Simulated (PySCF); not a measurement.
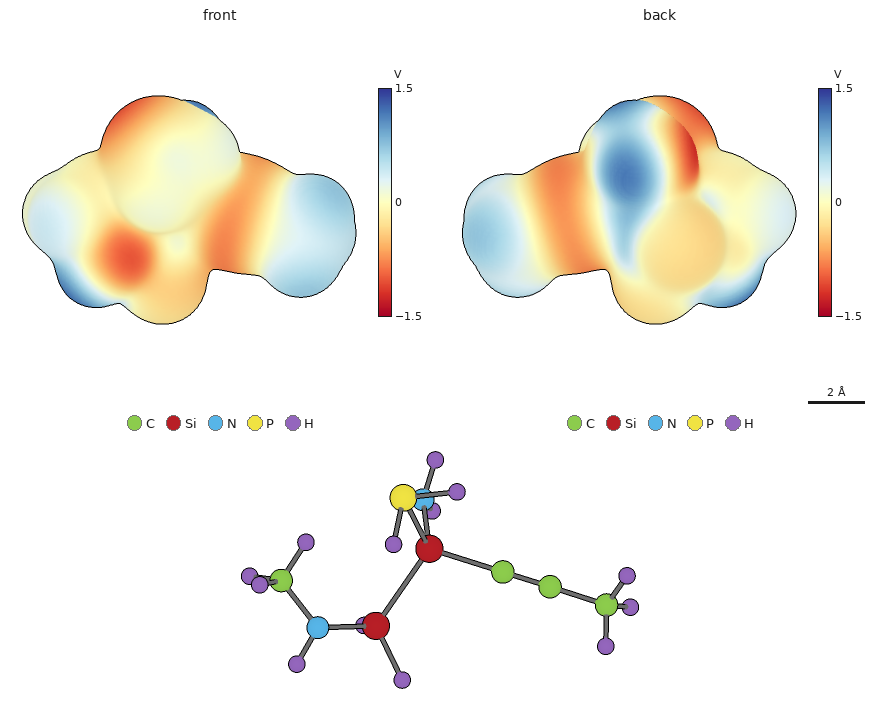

The picture shows: C$_{4}$H$_{13}$N$_{2}$PSi$_{2}$. The electrostatic potential painted on the density surface at 0.001 e/bohr³, seen from the front and from behind; the colour scale runs from red (negative) to blue (positive). The bare structure is drawn below in the same view.

Geometry: GFN2-xTB.

All numbers below come from PBE0/pcSseg-1, SCF density, gas phase, non-relativistic (PySCF).

```xyz
22

C    -4.3182    0.5627   -0.8598
C    -2.9791    0.3777   -0.3451
C    -1.8619    0.2054    0.0778
Si   -0.1154    0.0264    0.7083
N    -0.0216   -0.7459    2.2571
P     0.6359    2.1095    1.2056
Si    1.0967   -1.2345   -0.8081
N     2.5436   -0.3917   -1.2006
C     3.4507    0.1554   -0.2196
H    -4.7547    1.4745   -0.4523
H    -4.9448   -0.2846   -0.5819
H    -4.2889    0.6400   -1.9466
H    -0.3008   -1.7093    2.3421
H    -0.2879   -0.2361    3.0849
H    -0.6106    2.7049    1.1527
H     0.9003    2.4304   -0.1124
H     0.4632   -1.3996   -2.1201
H     1.2938   -2.6027   -0.2790
H     3.0343   -0.6739   -2.0363
H     4.1590   -0.5887    0.1624
H     2.8766    0.5413    0.6234
H     4.0195    0.9809   -0.6534
```

Where is the surface potential most negative and most positive?

Answer. The most negative region (about −1.2 V, or −28 kcal/mol for a unit charge) lies over N5, the most positive (about +1.2 V, or +28 kcal/mol for a unit charge) over H13, H14 and H19. N5 is the likeliest acceptor of a hydrogen bond.

What dipole moment does the calculation give?

Answer. Its dipole moment is 1.51 D.
